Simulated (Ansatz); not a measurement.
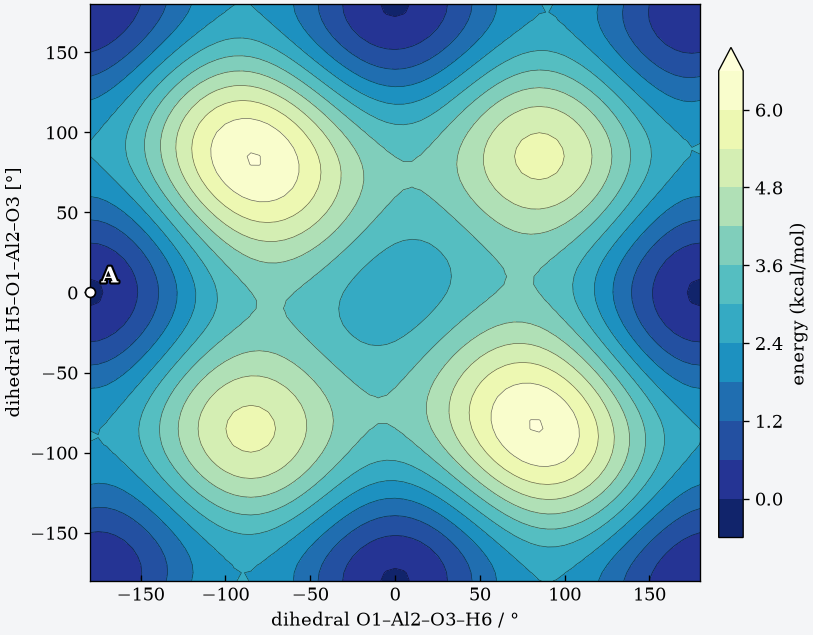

AlClH2O2, SMILES [OH][Al]([OH])[Cl]. Coordinates scanned: (1) dihedral O1–Al2–O3–H6; (2) dihedral H5–O1–Al2–O3. Nothing is relaxed (all other coordinates rigid). Grid: 18 × 18 points; 91 points were computed and 233 follow by symmetry. Points are written as (first, second). All energies are given in kcal/mol relative to the relaxed molecule at the same level. Theory: RKS PBE0-D4/def2-SVP (Ansatz).

The picture shows filled contours, one colour for all values above the top of the scale, the point A. Between grid points the surface is interpolated.

What is the easiest way out of the well at A, and how high is the barrier?

Answer. The easiest path leads from the well at (−180°, 0°) to the well at (−180°, −180°), about 0.058 kcal/mol higher (on a rigid scan; wells that are mirror images or exchange like atoms can differ by this much). Its highest point lies about 2.5 kcal/mol above the bottom of the first well on the interpolated surface, at about (175°, 90°). The start is the relaxed structure and all else is held, so a fully relaxed path at this level can only be lower.

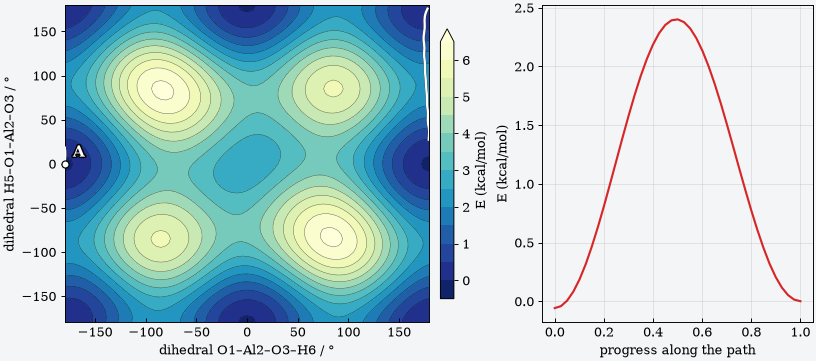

The picture shows filled contours, a line along the lowest path, one colour for all values above the top of the scale, the energy along the path at the right. Between grid points the surface is interpolated.
